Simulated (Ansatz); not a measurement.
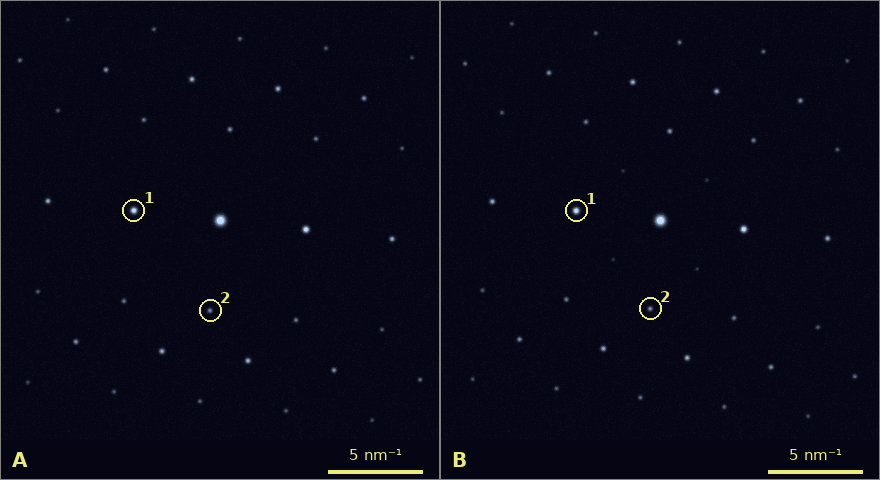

Kinematic electron diffraction patterns (300 kV, B = 0.5 Å², same scale) along [111] of the run's own cell, for the start and the end of one relaxation of SrOs2 with Ansatz, DFT PBE, scalar-relativistic, plane waves, PAW. k mesh 20×20×20. The start is a generated model structure, and the relaxation ends in the nearest stationary point of its symmetry, not necessarily the ground state. Spot 1 is -1 1 0 and spot 2 is -1 -1 2 in both.

Start structure:

```
Sr Os
1.0
    -1.56906    1.56906    6.33148
     1.56906   -1.56906    6.33148
     1.56906    1.56906   -6.33148
Sr Os
1 2
Cartesian
  0.0000 0.0000 0.0000
  0.0000 0.0000 8.8985
  0.0000 0.0000 3.7645
```

Q: Which pattern belongs to the start structure, and which to the relaxed one?

A: B is the start: its cell gives d(1) = 2.219 Å, d(2) = 2.094 Å and an angle of 90.0°. A is the relaxed structure, with d(1) = 2.163 Å (-2.5 %), d(2) = 2.053 Å (-2.0 %) and 90.0°.

Q: Summarise the relaxation behind the change.

A: The volume changed by -2.2 % to 20.32 Å³ an atom; with the mean shift removed, the atoms moved by up to 0.04 Å relative to the cell (Os most); the space group stayed I4/mmm (No. 139); the free energy fell by 5.4 meV an atom. Relaxed cell: a = 6.869 Å, b = 6.869 Å, c = 6.869 Å, α = 154.27°, β = 154.27°, γ = 36.70°.
